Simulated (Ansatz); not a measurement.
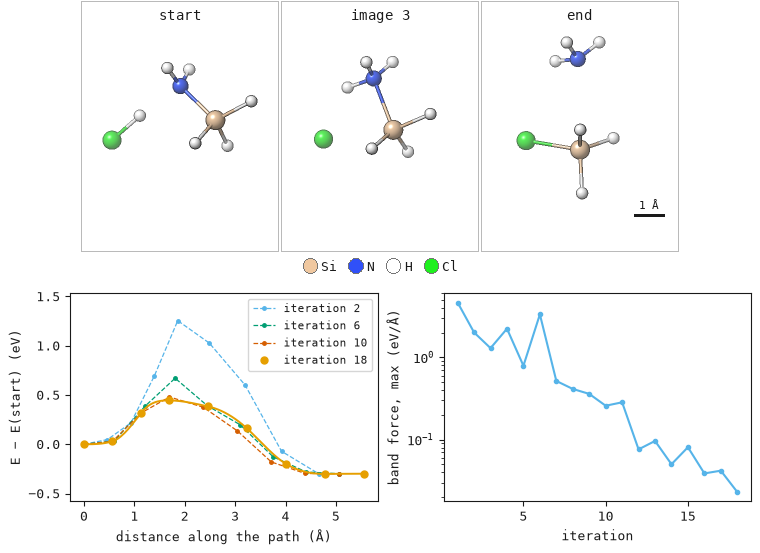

NEB run on SiNH$_{6}$Cl. Images are numbered from 0 (start) to 8 (end). The plot follows the band through its iterations. The picture is a ball-and-stick view, seen at a tilt.

Theory: RKS B3LYP/def2-SVP (Ansatz). Run with 7 movable images; climbing image; force threshold 0.03 eV/Å; iteration limit 60; starting path through a guess of the saddle point.

Judge this run.

The result is final at these settings. The band converged in 18 iterations. The largest component of the band force went from 4.6 to 0.023 eV/Å. The climbing image converged on the top of the path. Its vibrational analysis gives one imaginary mode (133i cm⁻¹), as a transition state must have. The first iteration put the highest image at 2.56 eV. Forward barrier 0.44 eV, backward barrier 0.74 eV, with image 3 at the top; the reaction energy is −0.30 eV.
